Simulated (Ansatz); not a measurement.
Input

```
crystal:
  periodic: [false, false, false]
  atoms:
    - {symbol: F, position_ang: [-0.966391, -1.239223, 0.957375]}
    - {symbol: Ti, position_ang: [-0.000011, 0.000007, 0.000002]}
    - {symbol: F, position_ang: [1.527786, -0.823163, 0.477286]}
    - {symbol: F, position_ang: [-0.857022, -0.493440, -1.503822]}
    - {symbol: F, position_ang: [0.966916, 1.238719, -0.957494]}
    - {symbol: F, position_ang: [-0.671267, 1.317091, 1.026652]}
basis:
  gaussian: {orbitals: "def2-TZVPPD.json"}
total_charge: -1
hamiltonian: {xc: pbe0, dispersion: d4}
output: {orbitals: {seedname: orbitals}}
```

Command:

```sh
ansatz run in.yaml --threads 2 --pin off --events-out ev --progress --plain --max-ram 32768MiB --backend cpu
```

Geometry: PBE0-D4/def2-TZVPD.

Theory: Ansatz 0.2.0, RKS PBE0-D4/def2-TZVPPD.

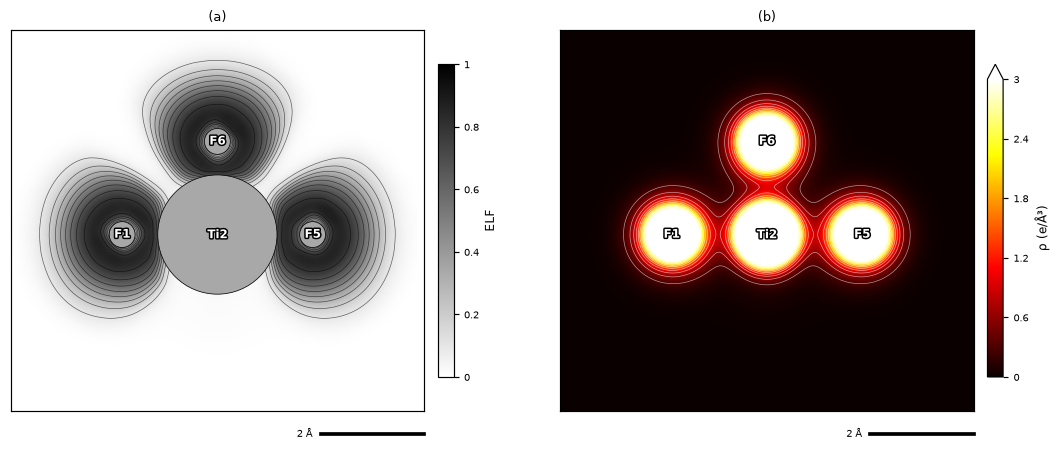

F$_{5}$Ti (SMILES [F][Ti-]([F])([F])([F])[F]) (charge −1). (a) electron localisation function; (b) electron density on the plane of atoms F5, Ti2 and F6. Grey discs cover the atomic cores in the ELF map.

Question: What do the fields say about this system?

Answer: The plane passes through F and Ti nuclei. Ti–F (1.80 Å): ρ at the midpoint is about 0.97 e/Å³; the ELF peaks at about 0.80 in the valence shell of F, 0.5 Å from its nucleus, and drops to about 0.20 between the two atoms. Ti–F (1.84 Å): the density is about 0.88 e/Å³ at the midpoint; the ELF peaks at about 0.85 in the valence shell of F, 0.5 Å from its nucleus, and drops to about 0.20 between the two atoms.
